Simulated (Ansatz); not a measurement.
# CCSD(T)/STO-3G run of HBS (hydrogen boron sulfide)

What is the energy change on altering one bond length of HBS (hydrogen boron sulfide) at CCSD(T)/STO-3G? 

The results are computed with Ansatz 0.2.0.

70 further runs of the same task are left out: 11 that didn't finish, 59 set aside as unsound or not needed.

### 1 Starting point

HBS: 3 atoms, total charge 0, spin state singlet. SMILES: `B=S`. Geometry: relaxed at GFN2-xTB.

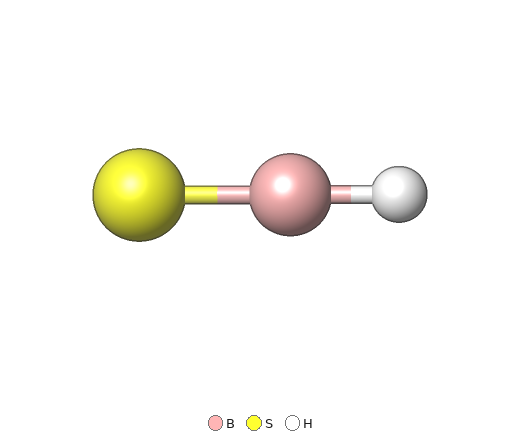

The structure, seen from a chosen angle (boron pink, sulfur yellow, hydrogen white).

### 2 The energy at CCSD(T)/STO-3G

The input, run.yaml:

```yaml
crystal:
  periodic: [false, false, false]
  atoms:
    - symbol: B
      position_ang: [-0.041030, -0.016100, 0.142540]
    - symbol: S
      position_ang: [0.395320, 0.146510, -1.379660]
    - symbol: H
      position_ang: [-0.354300, -0.130410, 1.237110]
basis:
  gaussian: {orbitals: STO-3G}
total_charge: 0
correlation: {method: ccsd_t, frozen_orbitals: {B: 1, H: 0, S: 5}}
accuracy: high
scf: {omitted_lower_state_checks: [cluster_reference, increment]}
```

Run with:

```
ansatz run run.yaml --threads 1 --pin off --max-ram 2610MiB --events-out events.jsonl --progress --plain --runs-dir runs
```

Log:

```text
Warning: RAYON_NUM_THREADS=1 ignored (pool sized by the plan → 1); use --threads N
Functional definition: HF
  name "HF"
  exchange = exact_x
  correlation = 0
these checks for a lower state are left out or cut short: cluster_reference, increment
243 factors; integrals over basis functions are off by at most 1.2e-8 eV
mean field evaluation 1: about -11375.3215 eV, gradient 2.4e1 eV
mean field evaluation 2: about -11375.3189 eV, gradient 2.4e1 eV
mean field evaluation 4: about -11377.6491 eV, gradient 1.4e0 eV
mean field evaluation 8: about -11377.6597 eV, gradient 2.3e-2 eV
mean field -11377.65972783 eV, -418.1212829429 hartree, gradient 3.9e-8 eV, S^2 0.000000; 0 other end points of the search recorded, 0 dependent functions left out
6 core orbitals not correlated: weight in the atoms' cores, before any rotation towards them, 1.000 or more for the frozen orbitals, at most 0.000 for the correlated occupied ones
reference -11377.65972783 eV, -418.1212829429 hartree; 5, 5 occupied and 4, 4 virtual orbitals, 243 factors
second order -2.78773842 eV of doubles, -0.00000000 eV of singles
cycle   1  -2.69553906 eV  change    9.2e-2 eV  update   1.3e-1
cycle   2  -2.93630260 eV  change   -2.4e-1 eV  update   3.6e-2
cycle   3  -3.00910695 eV  change   -7.3e-2 eV  update   2.0e-2
cycle   4  -3.01964058 eV  change   -1.1e-2 eV  update   4.0e-3
cycle   5  -3.01960789 eV  change    3.3e-5 eV  update   7.8e-4
cycle   6  -3.01933578 eV  change    2.7e-4 eV  update   1.7e-4
cycle   7  -3.01931578 eV  change    2.0e-5 eV  update   5.1e-5
cycle   8  -3.01934349 eV  change   -2.8e-5 eV  update   1.4e-5
cycle   9  -3.01933708 eV  change    6.4e-6 eV  update   1.7e-6
cycle  10  -3.01933732 eV  change   -2.4e-7 eV  update   3.4e-7
cycle  11  -3.01933700 eV  change    3.2e-7 eV  update   8.1e-8
cycle  12  -3.01933709 eV  change   -8.7e-8 eV  update   2.7e-8
cycle  13  -3.01933622 eV  change    8.7e-7 eV  update   1.2e-7
cycle  14  -3.01933609 eV  change    1.3e-7 eV  update   6.0e-8
cycle  15  -3.01933609 eV  change    4.2e-9 eV  update   1.8e-8
cycle  16  -3.01933608 eV  change    7.7e-9 eV  update   4.9e-9
cycle  17  -3.01933608 eV  change    3.0e-9 eV  update   1.6e-9
cycle  18  -3.01933608 eV  change   -1.8e-9 eV  update  4.1e-10
cycle  19  -3.01933608 eV  change  -5.4e-10 eV  update  1.1e-10
perturbative correction -0.16857924 eV, -0.0061951730 hartree
Total energy: -11380.84764315 eV, -418.2384366702 hartree
Checks for a lower state left out: cluster_reference, increment
```

It took 0.16 s on 1 thread of Arm Neoverse V1, shared host.

### 3 The distorted shape

The input, input.yaml:

```yaml
crystal:
  periodic: [false, false, false]
  atoms:
    - symbol: B
      position_ang: [-0.150119, -0.056753, 0.523097]
    - symbol: S
      position_ang: [0.395320, 0.146510, -1.379660]
    - symbol: H
      position_ang: [-0.463389, -0.171063, 1.617667]
basis:
  gaussian:
    orbitals: STO-3G
correlation:
  method: ccsd_t
  frozen_orbitals: {B: 1, H: 0, S: 5}
accuracy: high
scf:
  omitted_lower_state_checks: [cluster_reference, increment]
```

Run with:

```
ansatz run input.yaml --threads 1 --pin off --max-ram 2610MiB --events-out events.jsonl --progress --plain --runs-dir runs
```

Log:

```text
Warning: RAYON_NUM_THREADS=1 ignored (pool sized by the plan → 1); use --threads N
[... 4 set-up lines as earlier in the session ...]
these checks for a lower state are left out or cut short: cluster_reference, increment
239 factors; integrals over basis functions are off by at most 1.2e-8 eV
mean field evaluation 1: about -11368.4681 eV, gradient 3.2e1 eV
mean field evaluation 2: about -11368.4651 eV, gradient 3.2e1 eV
mean field evaluation 4: about -11373.8556 eV, gradient 2.8e0 eV
mean field evaluation 8: about -11373.9225 eV, gradient 3.5e-2 eV
mean field evaluation 16: about -11373.9179 eV, gradient 2.4e-8 eV
mean field -11373.91793814 eV, -417.9837747082 hartree, gradient 2.4e-8 eV, S^2 0.000000; 0 other end points of the search recorded, 0 dependent functions left out; unrestricted orbitals would lower it
6 core orbitals not correlated: weight in the atoms' cores, before any rotation towards them, 1.000 or more for the frozen orbitals, at most 0.000 for the correlated occupied ones
reference -11373.91793814 eV, -417.9837747082 hartree; 5, 5 occupied and 4, 4 virtual orbitals, 239 factors
second order -3.16607432 eV of doubles, -0.00000000 eV of singles
cycle   1  -2.60887624 eV  change    5.6e-1 eV  update   2.9e-1
cycle   2  -3.34248558 eV  change   -7.3e-1 eV  update   1.5e-1
cycle   3  -3.53019413 eV  change   -1.9e-1 eV  update   8.4e-2
cycle   4  -3.53123334 eV  change   -1.0e-3 eV  update   2.0e-2
cycle   5  -3.54876964 eV  change   -1.8e-2 eV  update   7.3e-3
cycle   6  -3.54701015 eV  change    1.8e-3 eV  update   1.4e-3
cycle   7  -3.54662756 eV  change    3.8e-4 eV  update   5.7e-4
cycle   8  -3.54688292 eV  change   -2.6e-4 eV  update   9.6e-5
cycle   9  -3.54691888 eV  change   -3.6e-5 eV  update   5.2e-5
cycle  10  -3.54692472 eV  change   -5.8e-6 eV  update   6.5e-6
cycle  11  -3.54693215 eV  change   -7.4e-6 eV  update   1.9e-6
cycle  12  -3.54693267 eV  change   -5.2e-7 eV  update   5.1e-7
cycle  13  -3.54693289 eV  change   -2.2e-7 eV  update   1.3e-7
cycle  14  -3.54693299 eV  change   -1.0e-7 eV  update   6.9e-8
cycle  15  -3.54693199 eV  change    1.0e-6 eV  update   2.7e-7
cycle  16  -3.54693193 eV  change    6.0e-8 eV  update   1.2e-7
cycle  17  -3.54693184 eV  change    9.5e-8 eV  update   3.8e-8
cycle  18  -3.54693180 eV  change    3.3e-8 eV  update   1.2e-8
cycle  19  -3.54693181 eV  change   -3.2e-9 eV  update   4.3e-9
cycle  20  -3.54693181 eV  change   9.6e-11 eV  update   2.7e-9
cycle  21  -3.54693181 eV  change   -1.3e-9 eV  update   1.6e-9
cycle  22  -3.54693181 eV  change  -3.9e-10 eV  update  4.3e-10
perturbative correction -0.54863267 eV, -0.0201618787 hartree
Total energy: -11378.01350262 eV, -418.1342839266 hartree
Checks for a lower state left out: cluster_reference, increment
```

Wall time 0.16 s (1 thread of Arm Neoverse V1, shared host).

### 4 Results

At CCSD(T)/STO-3G, 6 core orbitals frozen:

| quantity | value |
| --- | --- |
| first shape: total energy | -418.23844 Eh |
| first shape: correlation energy (6 core orbitals frozen) | -117.2 mEh |
| first shape: (T) correction | -6.20 mEh |
| first shape: T1 diagnostic | 0.031 |
| distorted shape: total energy | -418.13428 Eh |
| distorted shape: correlation energy (6 core orbitals frozen) | -150.5 mEh |
| distorted shape: (T) correction | -20.16 mEh |
| distorted shape: T1 diagnostic | 0.082 |
| energy change with the B1–S2 bond stretched from 1.592 to 1.990 Å | 2.834 eV |

**Reading.** With the B1–S2 bond stretched from 1.592 to 1.990 Å the energy rises by 2.83 eV (65 kcal/mol). The first shape isn't relaxed at this level, so the change isn't measured from a minimum. The minimal basis adds a large error of its own. The T1 diagnostic (first shape) of 0.031 is above the customary mark for such species, so a single reference may not serve. The triples (first shape) make up 5.3 % of the correlation energy. The T1 diagnostic (distorted shape) of 0.082 is above the customary mark for such species, so a single reference may not serve. The restricted solution (distorted shape) is unstable to spin breaking: an unrestricted one lies lower. The triples (distorted shape) make up 13.4 % of the correlation energy.
